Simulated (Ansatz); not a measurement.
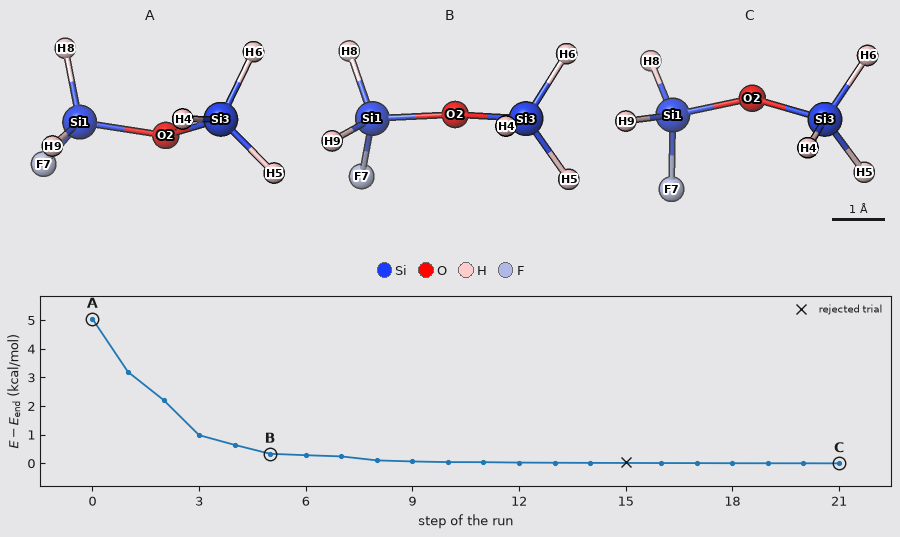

Frames of a relaxation of Si₂H₅OF, marked on the history of the run. A ball-and-stick model, seen at a tilt.

The run prepares the start of a later molecular dynamics calculation, from a guessed geometry.

The calculation used Ansatz, RKS B3LYP-D4/def2-SVP.

The input:
```yaml
crystal:
  periodic: [false, false, false]
  atoms:
    - { symbol: Si, position_ang: [0.0, 0.0, 0.0] }
    - { symbol: O, position_ang: [0.0, 0.0, 1.68] }
    - { symbol: Si, position_ang: [-1.3147, -0.4067, 2.6436] }
    - { symbol: H, position_ang: [-2.239, -1.2403, 1.8804] }
    - { symbol: H, position_ang: [-0.8506, -1.1432, 3.8157] }
    - { symbol: H, position_ang: [-1.9987, 0.8095, 3.0733] }
    - { symbol: F, position_ang: [1.4994, 0.0, -0.5295] }
    - { symbol: H, position_ang: [-0.6877, 1.1914, -0.4862] }
    - { symbol: H, position_ang: [-0.6877, -1.1914, -0.4862] }
basis:
  gaussian: { orbitals: def2-SVP }
hamiltonian:
  xc: b3lyp
  dispersion: d4
relax:
  f_tol: 0.02
  max_steps: 40
```

Command:
```bash
ansatz run input.yaml --threads 2 --pin off --max-ram 3072MiB --backend cpu --events-out ev --progress --plain --runs-dir out
```

**What happens along the run?**

Over 20 accepted moves (21 points after the start) the energy falls by 5.05 kcal/mol. Largest force component: 1.2 eV/Å at the start, 0.0073 eV/Å at the end. The line search rejected the trial step at point 15 of the run. The forces were under the threshold at step 8, but the run went on from there. The largest move after the best rigid fit is that of O2, 0.93 Å. Largest moves by element: O 0.93 Å, H 0.88 Å, F 0.83 Å, Si 0.19 Å. Some distances before and after: Si1–O2 1.680 → 1.640 Å, Si1–F7 1.590 → 1.623 Å, Si3–H4 1.460 → 1.492 Å, Si1–H8 1.459 → 1.481 Å. Bond angles that change, for instance: Si1–O2–Si3 125.0° → 151.8°, H8–Si1–H9 109.5° → 113.0°, F7–Si1–H9 109.5° → 107.2°. Groups turn about Si1–O2 by about 110°, O2–Si3 by about 70°. The run took 38 s on 2 threads of Arm Neoverse V1, on a shared host, peak memory 0.17 GiB. From step 0 to 5: O2 moves most (0.61 Å), energy −4.71 kcal/mol. From step 5 to 21: F7 moves most (0.51 Å), energy −0.33 kcal/mol.

```json
{"step": "0", "E − E(0), kcal/mol": "0.00", "largest force component, eV/Å": "1.1659", "note": ""}
{"step": "1", "E − E(0), kcal/mol": "-1.85", "largest force component, eV/Å": "0.6872", "note": ""}
{"step": "2", "E − E(0), kcal/mol": "-2.83", "largest force component, eV/Å": "0.3837", "note": ""}
{"step": "3", "E − E(0), kcal/mol": "-4.06", "largest force component, eV/Å": "0.1687", "note": ""}
{"step": "4", "E − E(0), kcal/mol": "-4.40", "largest force component, eV/Å": "0.4930", "note": ""}
{"step": "5", "E − E(0), kcal/mol": "-4.71", "largest force component, eV/Å": "0.0493", "note": ""}
{"step": "6", "E − E(0), kcal/mol": "-4.76", "largest force component, eV/Å": "0.1675", "note": ""}
{"step": "7", "E − E(0), kcal/mol": "-4.81", "largest force component, eV/Å": "0.2403", "note": ""}
{"step": "8", "E − E(0), kcal/mol": "-4.94", "largest force component, eV/Å": "0.0168", "note": ""}
{"step": "9", "E − E(0), kcal/mol": "-4.98", "largest force component, eV/Å": "0.0206", "note": ""}
{"step": "10", "E − E(0), kcal/mol": "-5.01", "largest force component, eV/Å": "0.0627", "note": ""}
{"step": "11", "E − E(0), kcal/mol": "-5.01", "largest force component, eV/Å": "0.0675", "note": ""}
{"step": "12", "E − E(0), kcal/mol": "-5.02", "largest force component, eV/Å": "0.0469", "note": ""}
{"step": "13", "E − E(0), kcal/mol": "-5.03", "largest force component, eV/Å": "0.0039", "note": ""}
{"step": "14", "E − E(0), kcal/mol": "-5.03", "largest force component, eV/Å": "0.0255", "note": ""}
{"step": "15", "E − E(0), kcal/mol": "-5.01", "largest force component, eV/Å": "0.0989", "note": "rejected"}
{"step": "16", "E − E(0), kcal/mol": "-5.04", "largest force component, eV/Å": "0.0235", "note": ""}
{"step": "17", "E − E(0), kcal/mol": "-5.04", "largest force component, eV/Å": "0.0235", "note": ""}
{"step": "18", "E − E(0), kcal/mol": "-5.04", "largest force component, eV/Å": "0.0146", "note": ""}
{"step": "19", "E − E(0), kcal/mol": "-5.05", "largest force component, eV/Å": "0.0332", "note": ""}
{"step": "20", "E − E(0), kcal/mol": "-5.05", "largest force component, eV/Å": "0.0219", "note": ""}
{"step": "21", "E − E(0), kcal/mol": "-5.05", "largest force component, eV/Å": "0.0073", "note": ""}
```
